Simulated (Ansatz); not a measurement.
Molecule (SMILES): O=[P] (O-P), doublet.
Atoms: P1, O2. Bonds: P1-O2.

Basis-set convergence of the highest harmonic wavenumber at HF with Ansatz (a quantum-chemistry and plane-wave program). Each level at its own minimum, finite differences of forces, unscaled; the reference is a large set that could be run, not a limit. Cartesian d functions, on some or all atoms, in 6-31G**, 6-31+G*; all else is spherical. The program fits the integrals of some runs and decomposes those of others, by size. Open shells are unrestricted. No added dispersion term, no relativity. Reference: the value in aug-cc-pV(Q+d)Z, 1436 cm⁻¹, itself unsure by roughly 1 cm⁻¹ (its mean distance from def2-QZVPPD, pcseg-3, def2-QZVPP). Deviations are taken from unrounded values.

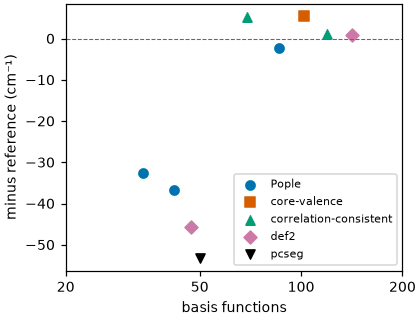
Deviation from the reference against the number of basis functions, by family of sets.

```json
[
 {"basis": "6-31G**", "functions": "34", "highest harmonic wavenumber (cm⁻¹)": "1404", "minus reference (cm⁻¹)": "-33"},
 {"basis": "6-31+G*", "functions": "42", "highest harmonic wavenumber (cm⁻¹)": "1400", "minus reference (cm⁻¹)": "-37"},
 {"basis": "def2-SVPD", "functions": "47", "highest harmonic wavenumber (cm⁻¹)": "1391", "minus reference (cm⁻¹)": "-46"},
 {"basis": "aug-pcseg-1", "functions": "50", "highest harmonic wavenumber (cm⁻¹)": "1383", "minus reference (cm⁻¹)": "-53"},
 {"basis": "cc-pV(T+d)Z", "functions": "69", "highest harmonic wavenumber (cm⁻¹)": "1442", "minus reference (cm⁻¹)": "5"},
 {"basis": "6-311++G(3df,3pd)", "functions": "86", "highest harmonic wavenumber (cm⁻¹)": "1434", "minus reference (cm⁻¹)": "-2"},
 {"basis": "cc-pCVTZ", "functions": "102", "highest harmonic wavenumber (cm⁻¹)": "1442", "minus reference (cm⁻¹)": "5"},
 {"basis": "cc-pV(Q+d)Z", "functions": "119", "highest harmonic wavenumber (cm⁻¹)": "1438", "minus reference (cm⁻¹)": "1"},
 {"basis": "def2-QZVPPD", "functions": "142", "highest harmonic wavenumber (cm⁻¹)": "1437", "minus reference (cm⁻¹)": "1"}
]
```
